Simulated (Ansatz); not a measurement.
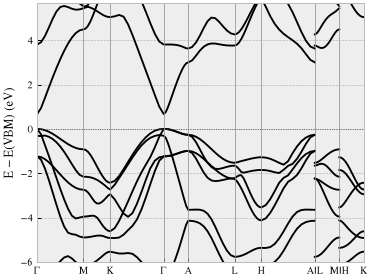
Band structure from plane-wave PAW r²SCAN (Ansatz code)

Task: Read off the gap and where the band edges lie.

Result: About 0.7 eV (0.67 eV by a search for the band edges); maximum at Γ, minimum at Γ.

The material is InGaN₂ in space group P3m1 (No. 156; In on 1a, Ga on 1c, N on 1c, N on 1a).

The workflow started from a Materials Project entry (that database holds measured and hypothetical structures alike); the Crystallography Open Database copy checked does not list it. Whether it is the stable phase at ambient conditions was not checked. Symmetry was held in the r²SCAN relaxation; of distortions, only those at the zone centre were tested. Spin–orbit coupling is left out wherever it is not named.

Potentials: the later of the program's two PAW sets.
